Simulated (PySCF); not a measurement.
## Excited-state calculation, with input and output: C$_{3}$H$_{12}$BPSi

- system: C$_{3}$H$_{12}$BPSi, SMILES CC(C)BP[SiH3]
- method: TDDFT PW91/STO-3G, vertical, gas phase, core orbitals frozen in the response (PySCF 2.14.0)

Some settings of this run were made unusual or wrong on purpose. The geometry comes from this level: GFN2-xTB.

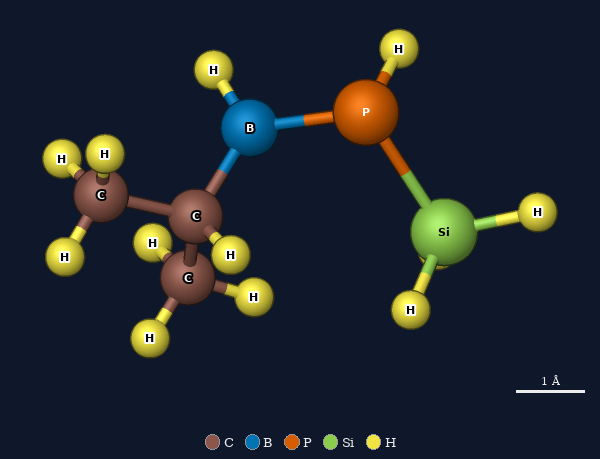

Figure 1. The structure (ball-and-stick view, seen at a tilt).

### Input file
```
{"job": {"kind": "uv", "xc": "PW91", "basis": "STO-3G", "nstates": 25, "ntriplets": 2, "tda": false, "scf": {"aux": "def2-universal-jfit", "level_shift": 0.9, "max_cycle": 69}}, "charge": 0, "multiplicity": 1}
C     -2.301080     0.813753    -0.119771
C     -0.917595     0.200410     0.128890
C     -0.998472    -1.325022    -0.045341
B      0.186249     0.783404    -0.857177
P      1.797979     1.371944    -0.183283
Si     2.679080    -0.316670     0.963632
H     -2.622521     0.624594    -1.141886
H     -3.039763     0.387166     0.558050
H     -2.273893     1.890419     0.035605
H     -0.656025     0.391447     1.178247
H     -1.756967    -1.743741     0.614713
H     -0.042076    -1.790661     0.188589
H     -1.260210    -1.575261    -1.071586
H     -0.058053     0.922833    -1.995120
H      2.609695     1.348527    -1.299268
H      1.846411    -0.534191     2.145323
H      2.778045    -1.568347     0.202466
H      4.020439     0.125713     1.339632
```

The first line tells a small driver script what to run in PySCF; the rest is the geometry in Å.

Run as:
```bash
OMP_NUM_THREADS=1 python <driver script> task.json out
```

### Log
```
final grid: 133152 points
cycle   1  E = -768.0874861810  dE = -1.888e-01  |g| = 3.963e-01  |ddm| = 4.778e+00
cycle   2  E = -768.1466764192  dE = -5.919e-02  |g| = 1.281e-01  |ddm| = 5.103e-01
cycle   3  E = -768.1539910070  dE = -7.315e-03  |g| = 7.304e-02  |ddm| = 1.652e-01
cycle   4  E = -768.1564837228  dE = -2.493e-03  |g| = 4.483e-02  |ddm| = 9.078e-02
cycle   5  E = -768.1574883215  dE = -1.005e-03  |g| = 2.875e-02  |ddm| = 5.636e-02
cycle   6  E = -768.1579120899  dE = -4.238e-04  |g| = 1.992e-02  |ddm| = 3.548e-02
cycle   7  E = -768.1581118373  dE = -1.997e-04  |g| = 1.522e-02  |ddm| = 2.340e-02
cycle   8  E = -768.1582242281  dE = -1.124e-04  |g| = 1.199e-02  |ddm| = 1.689e-02
cycle   9  E = -768.1582926273  dE = -6.840e-05  |g| = 9.574e-03  |ddm| = 1.274e-02
cycle  10  E = -768.1583358078  dE = -4.318e-05  |g| = 7.682e-03  |ddm| = 9.810e-03
cycle  11  E = -768.1583605753  dE = -2.477e-05  |g| = 6.703e-03  |ddm| = 7.637e-03
cycle  12  E = -768.1583779010  dE = -1.733e-05  |g| = 5.743e-03  |ddm| = 6.041e-03
cycle  13  E = -768.1583898319  dE = -1.193e-05  |g| = 4.933e-03  |ddm| = 4.905e-03
cycle  14  E = -768.1583979445  dE = -8.113e-06  |g| = 4.276e-03  |ddm| = 3.981e-03
cycle  15  E = -768.1584038847  dE = -5.940e-06  |g| = 3.653e-03  |ddm| = 3.298e-03
cycle  16  E = -768.1584079648  dE = -4.080e-06  |g| = 3.156e-03  |ddm| = 2.717e-03
cycle  17  E = -768.1584108569  dE = -2.892e-06  |g| = 2.726e-03  |ddm| = 2.240e-03
cycle  18  E = -768.1584129412  dE = -2.084e-06  |g| = 2.355e-03  |ddm| = 1.871e-03
cycle  19  E = -768.1584144845  dE = -1.543e-06  |g| = 2.019e-03  |ddm| = 1.589e-03
cycle  20  E = -768.1584155834  dE = -1.099e-06  |g| = 1.732e-03  |ddm| = 1.327e-03
cycle  21  E = -768.1584163809  dE = -7.975e-07  |g| = 1.485e-03  |ddm| = 1.121e-03
cycle  22  E = -768.1584169625  dE = -5.816e-07  |g| = 1.270e-03  |ddm| = 9.512e-04
cycle  23  E = -768.1584173837  dE = -4.212e-07  |g| = 1.086e-03  |ddm| = 8.056e-04
cycle  24  E = -768.1584176894  dE = -3.057e-07  |g| = 9.263e-04  |ddm| = 6.832e-04
cycle  25  E = -768.1584179107  dE = -2.212e-07  |g| = 7.900e-04  |ddm| = 5.792e-04
cycle  26  E = -768.1584180710  dE = -1.604e-07  |g| = 6.730e-04  |ddm| = 4.919e-04
cycle  27  E = -768.1584181868  dE = -1.157e-07  |g| = 5.736e-04  |ddm| = 4.171e-04
cycle  28  E = -768.1584182706  dE = -8.380e-08  |g| = 4.885e-04  |ddm| = 3.542e-04
cycle  29  E = -768.1584183311  dE = -6.049e-08  |g| = 4.161e-04  |ddm| = 3.004e-04
cycle  30  E = -768.1584183748  dE = -4.376e-08  |g| = 3.544e-04  |ddm| = 2.550e-04
cycle  31  E = -768.1584184065  dE = -3.166e-08  |g| = 3.017e-04  |ddm| = 2.167e-04
cycle  32  E = -768.1584184294  dE = -2.291e-08  |g| = 2.569e-04  |ddm| = 1.841e-04
cycle  33  E = -768.1584184460  dE = -1.658e-08  |g| = 2.186e-04  |ddm| = 1.565e-04
cycle  34  E = -768.1584184580  dE = -1.199e-08  |g| = 1.860e-04  |ddm| = 1.329e-04
cycle  35  E = -768.1584184666  dE = -8.668e-09  |g| = 1.583e-04  |ddm| = 1.129e-04
cycle  36  E = -768.1584184729  dE = -6.266e-09  |g| = 1.347e-04  |ddm| = 9.597e-05
cycle  37  E = -768.1584184774  dE = -4.534e-09  |g| = 1.146e-04  |ddm| = 8.156e-05
cycle  38  E = -768.1584184807  dE = -3.280e-09  |g| = 9.755e-05  |ddm| = 6.935e-05
cycle  39  E = -768.1584184831  dE = -2.373e-09  |g| = 8.300e-05  |ddm| = 5.893e-05
cycle  40  E = -768.1584184848  dE = -1.716e-09  |g| = 7.061e-05  |ddm| = 5.009e-05
cycle  41  E = -768.1584184860  dE = -1.242e-09  |g| = 6.007e-05  |ddm| = 4.259e-05
cycle  42  E = -768.1584184869  dE = -8.936e-10  |g| = 5.110e-05  |ddm| = 3.622e-05
cycle  43  E = -768.1584184876  dE = -6.528e-10  |g| = 4.347e-05  |ddm| = 3.079e-05
cycle  44  E = -768.1584184881  dE = -4.691e-10  |g| = 3.698e-05  |ddm| = 2.618e-05
cycle  45  E = -768.1584184884  dE = -3.388e-10  |g| = 3.145e-05  |ddm| = 2.227e-05
level shift removed, Fock matrix diagonalised once more
converged SCF energy = -768.1584184884

Static polarisability (au): isotropic 48.545, principal 35.041 45.985 64.609

Singlet excitations
state   eV       nm        f      main configurations
  1   5.4049    229.4   0.14063   H->L 0.93
  2   6.3916    194.0   0.01444   H-1->L 0.96
  3   6.8868    180.0   0.10789   H-2->L 0.91
  4   7.6508    162.1   0.04169   H-3->L 0.96
  5   7.9236    156.5   0.01542   H-4->L 0.96
  6   8.1841    151.5   0.00126   H-5->L 0.99
  7   8.4528    146.7   0.00640   H-6->L 0.99
  8   8.9940    137.9   0.00666   H-7->L 0.79, H->L+1 0.20
  9   9.1511    135.5   0.00432   H-8->L 0.82, H->L+1 0.13
 10   9.1591    135.4   0.05186   H->L+1 0.60, H-8->L 0.17, H-7->L 0.17
 11   9.7359    127.3   0.04763   H-9->L 0.65, H-10->L 0.29
 12   9.9553    124.5   0.04726   H-10->L 0.64, H-9->L 0.26
 13  10.3875    119.4   0.00061   H->L+2 0.69, H-1->L+1 0.27
 14  10.4428    118.7   0.04339   H-1->L+1 0.66, H->L+2 0.26
 15  10.7223    115.6   0.00415   H->L+3 0.67, H-11->L 0.27
 16  10.7365    115.5   0.01702   H-11->L 0.65, H->L+3 0.29
 17  11.1196    111.5   0.01623   H->L+4 0.62, H-2->L+1 0.26
 18  11.4052    108.7   0.14840   H-3->L+1 0.32, H->L+4 0.31, H-2->L+1 0.27
 19  11.8025    105.0   0.02856   H-12->L 0.73, H-3->L+1 0.09
 20  11.8496    104.6   0.00193   H-4->L+1 0.91
 21  12.0864    102.6   0.08458   H-1->L+2 0.39, H->L+5 0.34
 22  12.1901    101.7   0.12732   H-1->L+2 0.48, H->L+5 0.14, H-3->L+1 0.09
 23  12.2712    101.0   0.04238   H->L+5 0.38, H-5->L+1 0.36, H-2->L+2 0.10
 24  12.4711     99.4   0.00561   H-2->L+2 0.68, H-1->L+3 0.10, H->L+6 0.08
 25  12.5611     98.7   0.01566   H-1->L+3 0.87

Triplet excitations (Tamm-Dancoff, eV): 3.7146 5.7694
```

### What the run reported

```tsv
quantity	value
outcome	converged
total energy	−768.158418 hartree
HOMO	−3.25 eV
LUMO	1.06 eV
dipole moment	1.36 D
mean polarisability	48.55 a.u.
lowest singlet excitation	5.40 eV
hardware	1 CPU thread, shared host
wall time	13 s
peak memory	0.38 GiB
```

### Diagnosis

Some settings of this run were drawn to be unusual or wrong. It converged; results that depend on the unusual settings are not reference values.
